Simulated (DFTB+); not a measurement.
**Run report: C$_{2}$H$_{4}$F$_{4}$Si$_{2}$, energy and gradient calculation**

C$_{2}$H$_{4}$F$_{4}$Si$_{2}$ (cyclo-(F2SiCH2)2), computed with GFN2-xTB, R-SCC, dispersion built in (DFTB+ 25.1).

The geometry comes from this level: GFN2-xTB.

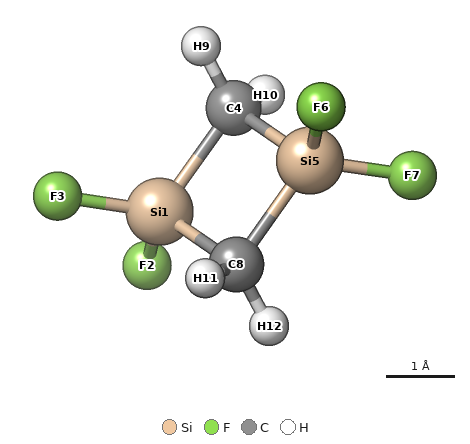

*The structure (ball-and-stick view, seen at a tilt; atoms are numbered from 1 in the order of the input).*

Bond lengths as drawn: C–H 1.09 Å, C–Si 1.90 Å and F–Si 1.60 Å.

### Input (dftb_in.hsd)
```
# GFN2-XTB energy and gradient
Geometry = GenFormat {
  12 C
  Si F C H
     1  1     -1.287710     -0.199790     -0.299390
     2  2     -2.533280      0.798960     -0.181070
     3  2     -1.989160     -1.518380     -0.877500
     4  3     -0.226280     -0.428060      1.259760
     5  1      1.287750      0.197920      0.299020
     6  2      2.520930     -0.815980      0.172130
     7  2      2.009390      1.506080      0.875580
     8  3      0.224410      0.435440     -1.256720
     9  4     -0.152940     -1.450550      1.618600
    10  4     -0.516740      0.183920      2.108680
    11  4      0.515180     -0.169190     -2.110660
    12  4      0.148460      1.459630     -1.608440
}

Hamiltonian = xTB {
  Method = "GFN2-xTB"
  Filling = MethfesselPaxton {
    Temperature [Kelvin] = 3000
    Order = 2
  }
}

Analysis {
  PrintForces = Yes
}

Options {
  WriteResultsTag = Yes
}

ParserOptions {
  ParserVersion = 14
}
```

Run on 1 thread of AMD EPYC (Zen 3), 24 GiB of memory available, shared host.

Run as:
```bash
dftb+ > output.log
```

### What the program printed
```
|  DFTB+ development version (commit: a23bfb2)

Reading input file 'dftb_in.hsd'
Parser version: 14

--------------------------------------------------------------------------------

Processed input in HSD format written to 'dftb_pin.hsd'

Starting initialization...
--------------------------------------------------------------------------------
OpenMP threads:              1
Chosen random seed:          197418374
Current stacksize:           unlimited
Mode:                        Static calculation
Self consistent charges:     Yes
SCC-tolerance:                 0.100000E-04
Max. scc iterations:                    100
Shell resolved Hubbard:      Yes
Spin polarisation:           No
Nr. of up electrons:            24.000000
Nr. of down electrons:          24.000000
Periodic boundaries:         No
Electronic solver:           Relatively robust
Mixer:                       Broyden mixer
Mixing parameter:                  0.200000
Nr. of chrg. vec. in memory:            100
Max. SCC-cycles:                        100
tblite library version:      0.3.0
-> parametrization:          GFN2-xTB
-> repulsion:                Yes
-> dispersion:               Yes
-> halogen bonding:          No
-> electrostatics:           Yes
   -> isotropic:             Yes
   -> anisotropic:           Yes
   -> third-order:           Yes
Electronic temperature:              0.950045E-02 H      0.258520E+00 eV
Initial charges:             Set automatically (system chrg:   0.000E+00)
Included shells:            Si:  s, p, d
                             F:  s, p
                             C:  s, p
                             H:  s
Extra options:
                             Mulliken analysis
                             Force calculation
Force type                   original

--------------------------------------------------------------------------------

***  Geometry step: 0

 iSCC Total electronic   Diff electronic      SCC error
    1   -0.28431333E+02    0.00000000E+00    0.15883421E+01
    2   -0.28963456E+02   -0.28431333E+02    0.10026812E+01
    3   -0.29060012E+02   -0.53212299E+00    0.45751728E+00
    4   -0.29074789E+02   -0.96556583E-01    0.18620661E+00
    5   -0.29057325E+02   -0.14776471E-01    0.25109209E+00
    6   -0.29065822E+02    0.17463926E-01    0.19181155E+00
    7   -0.29076503E+02   -0.84975704E-02    0.43664546E-01
    8   -0.29077165E+02   -0.10680623E-01    0.58811578E-02
    9   -0.29077181E+02   -0.66233150E-03    0.37704154E-02
   10   -0.29077164E+02   -0.16008625E-04    0.60276127E-02
   11   -0.29077178E+02    0.17591390E-04    0.37004008E-02
   12   -0.29077190E+02   -0.14307517E-04    0.13460184E-03
   13   -0.29077189E+02   -0.12266291E-04    0.79682469E-04
   14   -0.29077188E+02    0.13034754E-05    0.28713742E-04
   15   -0.29077188E+02    0.10154723E-05    0.68029503E-05

Total Energy:                      -28.9183436764 H         -786.9082 eV
Extrapolated to 0K:                -28.9183436764 H         -786.9082 eV
Total Mermin free energy:          -28.9183436764 H         -786.9082 eV
Force related energy:              -28.9183436764 H         -786.9082 eV

--------------------------------------------------------------------------------
--------------------------------------------------------------------------------
SCC                                    +       0.02 ( 75.1%)       0.02 ( 81.5%)
--------------------------------------------------------------------------------
Missing                                +       0.01 ( 24.9%)       0.01 ( 18.5%)
Total                                  =       0.02 (100.0%)       0.03 (100.0%)
--------------------------------------------------------------------------------
```

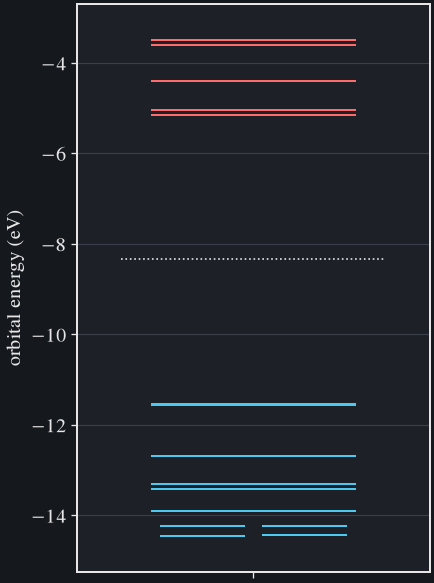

*Orbital energies near the frontier; the dotted line parts filled from empty levels, and levels within 0.02 eV of each other stand side by side.*

Highest filled −11.54 eV, lowest empty −5.14 eV, 6.40 eV apart.

### Results in brief

| quantity | value |
| --- | --- |
| outcome | converged |
| Mermin free energy | −28.918344 hartree |
| basis functions | 46 |
| largest force | 0.022 eV/Å |
| HOMO | −11.54 eV |
| LUMO | −5.14 eV |
| dipole moment | 0.04 D |
| peak memory | 0.073 GiB |

### Remarks

Settings chosen away from the usual ones: electronic_temperature. These settings are looser than, or depart from, a standard set-up, so the numbers are not reference values for this system.
